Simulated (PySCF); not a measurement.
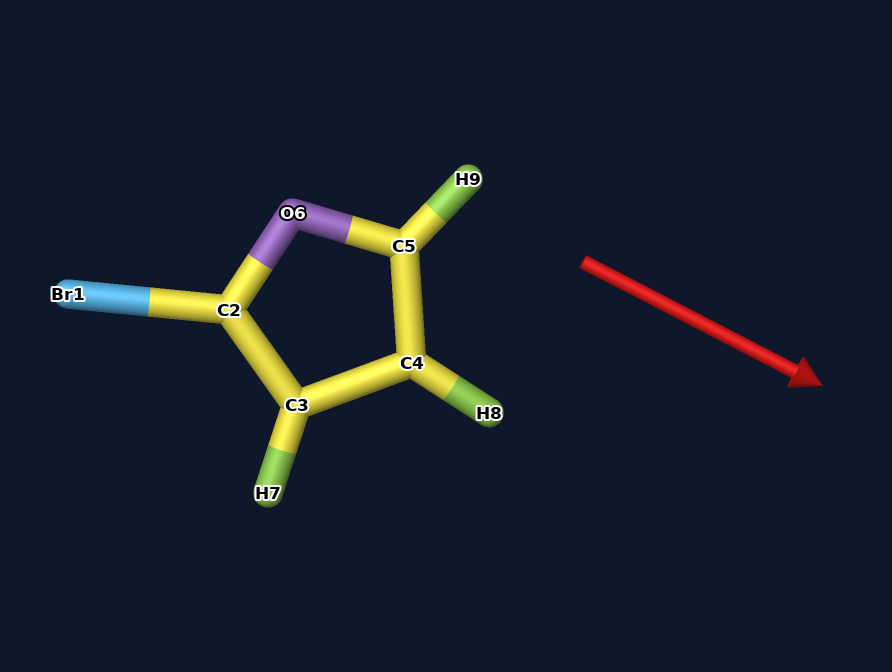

The arrow beside the molecule shows the direction of the dipole moment, from the negative to the positive end (its length means nothing). Computed geometry: GFN2-xTB optimisation. No frequency run is at hand to confirm it as a minimum. Properties computed with B3LYP/def2-SVPD, gas phase (PySCF 2.14.0).

Q: How large is the dipole moment?

A: 1.64 D; it points from the side of Br1 to the side of H8 (the outermost atoms at the two ends).

The geometry is semi-empirical. Around Br such bond lengths and angles can be off by a tenth of an ångström or more and by several degrees, and values that hang on the shape move with them.
